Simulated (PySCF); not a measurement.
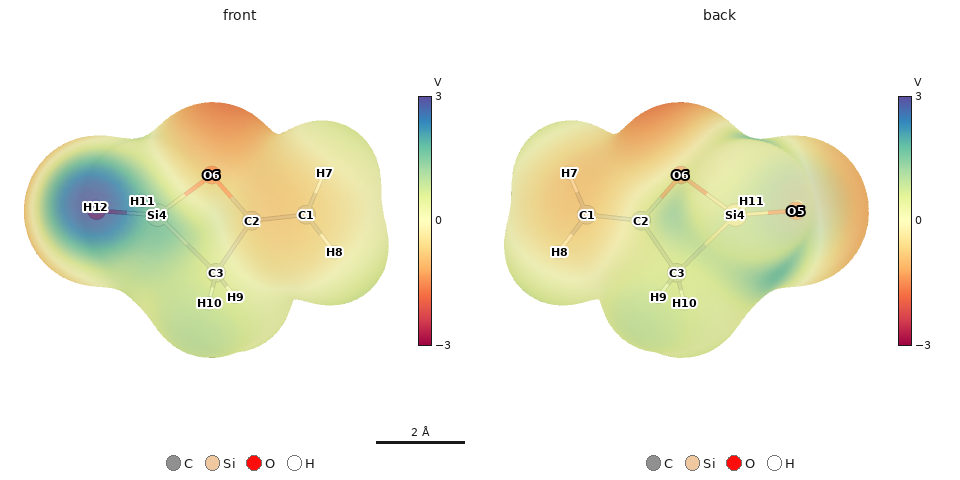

Figure. C₃H₆O₂Si. The molecular electrostatic potential painted on the density surface at 0.002 e/bohr³, seen from the front and from behind; red is negative and blue positive.

Geometry: GFN2-xTB.

The calculation used PySCF, PBE0/pcSseg-1, SCF density, gas phase, non-relativistic.

```yaml
atoms:
  - { symbol: C, position_ang: [1.9642, 0.9382, 0.1331] }
  - { symbol: C, position_ang: [0.7862, 0.3690, -0.0087] }
  - { symbol: C, position_ang: [0.2093, -0.9238, 0.5021] }
  - { symbol: Si, position_ang: [-1.2968, -0.4042, -0.5566] }
  - { symbol: O, position_ang: [-2.7453, -0.0338, 0.0588] }
  - { symbol: O, position_ang: [-0.2682, 0.9058, -0.7375] }
  - { symbol: H, position_ang: [2.1937, 1.8818, -0.3275] }
  - { symbol: H, position_ang: [2.7298, 0.4652, 0.7200] }
  - { symbol: H, position_ang: [0.7839, -1.7984, 0.2113] }
  - { symbol: H, position_ang: [0.0968, -0.9339, 1.5845] }
  - { symbol: H, position_ang: [-1.5946, -1.1150, -1.7792] }
  - { symbol: H, position_ang: [-2.8577, 0.6484, 0.7178] }
```

Where is the surface potential most negative and most positive?

Answer. The most negative region (about −1.5 V, or −35 kcal/mol for a unit charge) lies over O6, the most positive (about +2.8 V, or +65 kcal/mol for a unit charge) over H12. O6 is the likeliest acceptor of a hydrogen bond.
